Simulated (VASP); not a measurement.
Band structure of BAs (zinc blende). Computed with AM05 GGA, VASP's PBE PAW potentials (set 64) (plane waves; VASP).

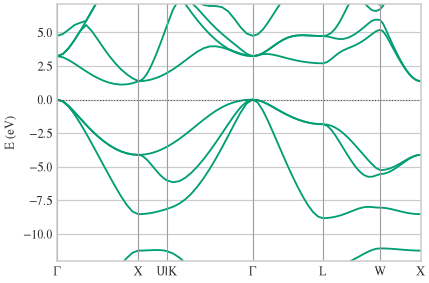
Figure: Bands along high-symmetry lines, zero at the valence-band maximum or, without a gap, the Fermi level

Q: Read the plot: is there a gap, and where are the band edges?

A: The gap is indirect, 1.11 eV, from the valence maximum at Γ to the conduction minimum at Γ-X at 0.79. (Edges off the drawn lines would not show.)

Measured: gap 1.82 eV (computed value off by -0.71 eV), as given by Wikipedia, List of semiconductor materials.

The compound is BAs in the zinc blende structure. It was relaxed first.
